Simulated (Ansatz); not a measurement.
C2H5OS: several calculations on one system

**1. Relaxation**

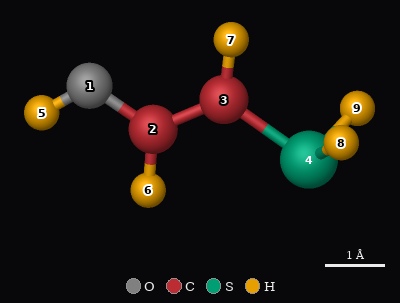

This is the input geometry for a relaxation of C2H5OS (charge +1). A ball-and-stick model, seen at a tilt.

The run prepares an end point of a later path (torsion) calculation, from a guessed geometry.

Computed with RKS PBE0-D4/def2-mTZVP in Ansatz 0.2.0.

The input:
```yaml
crystal:
  periodic: [false, false, false]
  atoms:
    - { symbol: O, position_ang: [-0.22761, 1.6571, -1.32635] }
    - { symbol: C, position_ang: [-0.54468, 0.69822, -0.4886] }
    - { symbol: C, position_ang: [0.40167, -0.1082, 0.02166] }
    - { symbol: S, position_ang: [-0.0534, -1.39489, 1.15183] }
    - { symbol: H, position_ang: [-0.98122, 2.18006, -1.63438] }
    - { symbol: H, position_ang: [-1.58635, 0.56164, -0.20761] }
    - { symbol: H, position_ang: [1.44308, -0.00389, -0.23119] }
    - { symbol: H, position_ang: [0.88634, -1.17795, 2.10658] }
    - { symbol: H, position_ang: [0.66216, -2.41209, 0.60805] }
total_charge: 1
basis:
  gaussian: { orbitals: def2-mTZVP }
hamiltonian:
  xc: pbe0
  dispersion: d4
relax:
  f_tol: 0.015
  max_steps: 40
```

Run as
```bash
ansatz run input.yaml --threads 2 --pin off --max-ram 3072MiB --backend cpu --events-out ev --progress --plain --runs-dir out
```

> Where does the relaxation end?

The largest moves after the best rigid fit, 0.076 Å, are those of S4 and H9. By element the largest moves are S 0.076 Å, H 0.075 Å, C 0.063 Å, O 0.014 Å. Among the contacts that change: C3–S4 1.772 → 1.739 Å, S4–H8 1.357 → 1.362 Å, C3–H7 1.077 → 1.081 Å. Among the angles between lasting bonds that change: C3–S4–H8 98.9° → 103.3°, C2–C3–S4 119.8° → 116.3°, C2–O1–H5 114.2° → 112.1°. The energy falls by 0.052 eV in 4 geometry steps. The largest force component goes from 0.67 to 0.0095 eV/Å. The run took 12 s on 2 threads of Arm Neoverse V1 (shared host), peak memory 0.19 GiB.

Step by step:

```
step  E − E(0), eV  largest force component, eV/Å
   0        0.0000                         0.6685
   1       -0.0397                         0.3922
   2       -0.0512                         0.1401
   3       -0.0522                         0.0379
   4       -0.0523                         0.0095
```

Final geometry:

```xyz
9

O    -0.2416    1.6594   -1.3264
C    -0.5256    0.6920   -0.4861
C     0.4575   -0.0884    0.0008
S    -0.0296   -1.3394    1.1064
H    -1.0309    2.1459   -1.6024
H    -1.5672    0.5472   -0.2029
H     1.5019    0.0236   -0.2560
H     0.8386   -1.1932    2.1458
H     0.5968   -2.4472    0.6206
```

After the run, drawn alike:

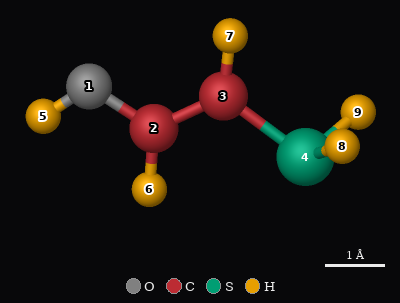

**2. Relaxation**

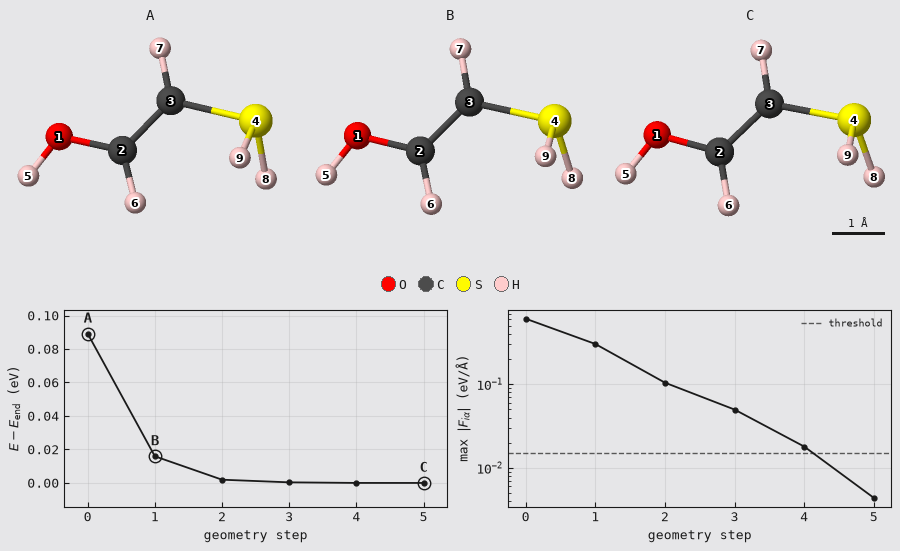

Frames of a relaxation of C2H5OS (charge +1), marked on the history of the run. A ball-and-stick model, seen at a tilt.

The run prepares an end point of a later path (torsion) calculation, from a guessed geometry.

Method: RKS PBE0-D4/def2-mTZVP (Ansatz 0.2.0).

Input
```yaml
crystal:
  periodic: [false, false, false]
  atoms:
    - { symbol: O, position_ang: [-0.22761, 1.6571, -1.32635] }
    - { symbol: C, position_ang: [-0.54468, 0.69822, -0.4886] }
    - { symbol: C, position_ang: [0.40167, -0.1082, 0.02166] }
    - { symbol: S, position_ang: [-0.0534, -1.39489, 1.15183] }
    - { symbol: H, position_ang: [-0.98122, 2.18006, -1.63438] }
    - { symbol: H, position_ang: [-1.58635, 0.56164, -0.20761] }
    - { symbol: H, position_ang: [1.44308, -0.00389, -0.23119] }
    - { symbol: H, position_ang: [-1.10104, -1.91691, 0.46505] }
    - { symbol: H, position_ang: [-0.87581, -0.6798, 1.96097] }
total_charge: 1
basis:
  gaussian: { orbitals: def2-mTZVP }
hamiltonian:
  xc: pbe0
  dispersion: d4
relax:
  f_tol: 0.015
  max_steps: 40
```

Launched with:
```bash
ansatz run input.yaml --threads 2 --pin off --max-ram 3072MiB --backend cpu --events-out ev --progress --plain --runs-dir out
```

Describe the path.

Answer. The atom that moves furthest after the best rigid fit is H9 (0.17 Å). Largest moves by element: H 0.17 Å, C 0.07 Å, O 0.05 Å, S 0.03 Å. Some distances before and after: C3–S4 1.772 → 1.747 Å, S4–H8 1.357 → 1.362 Å, C3–H7 1.077 → 1.082 Å. Among the angles between lasting bonds that change: C3–S4–H8 98.9° → 104.9°, S4–C3–H7 117.9° → 112.8°, C2–C3–S4 119.8° → 124.2°. After 5 geometry steps the energy has fallen by 0.089 eV. Largest force component: 0.61 eV/Å at the start, 0.0044 eV/Å at the end. From step 0 to 1: H atoms move most (0.12 Å), energy −0.073 eV. From step 1 to 5: H6 moves most (0.06 Å), energy −0.016 eV.

```csv
step,"E − E(0), eV","largest force component, eV/Å"
0,0.0000,0.6084
1,-0.0733,0.3035
2,-0.0872,0.1045
3,-0.0888,0.0499
4,-0.0892,0.0180
5,-0.0892,0.0044
```

**3. Path**

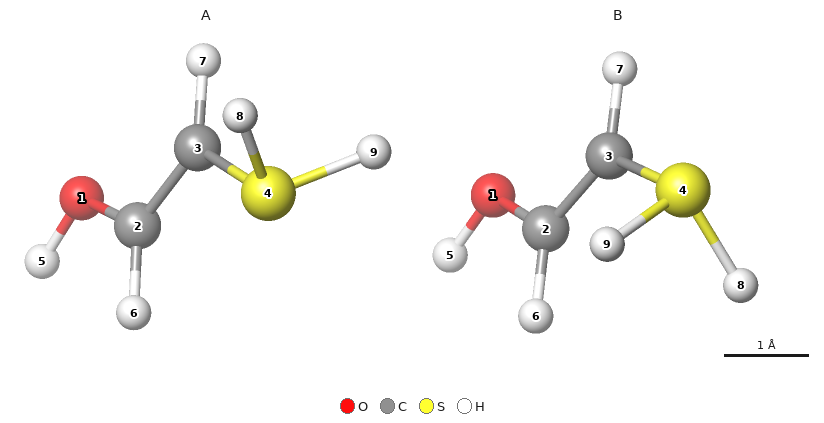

The two relaxed end points of a path for C2H5OS (charge +1). A ball-and-stick model, seen from a free direction.

These are results of RKS PBE0-D4/def2-mTZVP (Ansatz), not measurements.

Input
```yaml
crystal:
  periodic: [false, false, false]
  atoms:
    - { symbol: O, position_ang: [-0.241627, 1.659409, -1.326396] }
    - { symbol: C, position_ang: [-0.525583, 0.69204, -0.48608] }
    - { symbol: C, position_ang: [0.457484, -0.088435, 0.000789] }
    - { symbol: S, position_ang: [-0.029523, -1.339385, 1.10644] }
    - { symbol: H, position_ang: [-1.03096, 2.14589, -1.60236] }
    - { symbol: H, position_ang: [-1.567192, 0.547176, -0.202806] }
    - { symbol: H, position_ang: [1.501912, 0.023605, -0.256038] }
    - { symbol: H, position_ang: [0.838671, -1.193151, 2.145795] }
    - { symbol: H, position_ang: [0.596808, -2.447149, 0.620646] }
total_charge: 1
basis:
  gaussian: { orbitals: def2-mTZVP }
hamiltonian:
  xc: pbe0
  dispersion: d4
neb:
  order_check: false
  images: 5
  f_tol: 0.05
  max_iterations: 60
  initial_path: idpp
  final_atoms:
    - { symbol: O, position_ang: [-0.32925071, 1.60217171, -1.26538868] }
    - { symbol: C, position_ang: [-0.37785484, 0.59137657, -0.42779693] }
    - { symbol: C, position_ang: [0.75467375, -0.04363098, -0.0778298] }
    - { symbol: S, position_ang: [0.82004434, -1.3967034, 1.02510381] }
    - { symbol: H, position_ang: [-1.20443273, 1.97632759, -1.43968065] }
    - { symbol: H, position_ang: [-1.3534292, 0.30005549, -0.0405401] }
    - { symbol: H, position_ang: [1.72882194, 0.23666271, -0.45519907] }
    - { symbol: H, position_ang: [-0.129812, -2.26299711, 0.57502834] }
    - { symbol: H, position_ang: [0.09122944, -1.00326258, 2.10629306] }
```

Launched with:
```bash
ansatz run input.yaml --threads 2 --pin off --max-ram 3072MiB --backend cpu --events-out ev --progress --plain --runs-dir out
```

What barrier does the band find between them, and by what path?

Forward barrier 0.31 eV, backward barrier 0.14 eV, with image 3 at the top; the reaction energy is +0.16 eV. The motion is a rotation about the C3–S4 bond by about 180°. No bond forms or breaks between the ends. Among the angles between lasting bonds that change up to the highest image: S4–C3–H7 119.7° → 114.5°, C2–C3–S4 116.3° → 121.4°. The band converged in 6 iterations, with a climbing image at the top. At the top, the vibrational analysis gives one imaginary mode (249i cm⁻¹), as a transition state must have.

Energies of the converged images:

| image | path (Å) | E (eV) |
| --- | --- | --- |
| 0 | 0.00 | 0.000 |
| 1 | 0.67 | 0.074 |
| 2 | 1.34 | 0.232 |
| 3 | 2.01 | 0.309 |
| 4 | 2.76 | 0.245 |
| 5 | 3.50 | 0.178 |
| 6 | 4.25 | 0.164 |

The geometry at the top of the path:

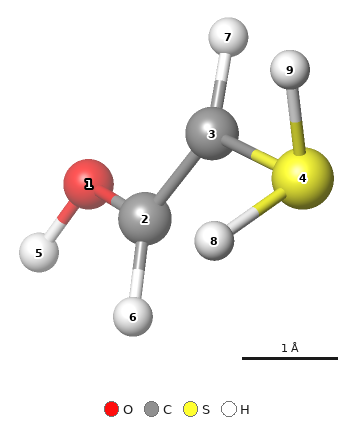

The run took 70 s on 2 threads of Arm Neoverse V1 (shared host), peak memory 0.19 GiB.
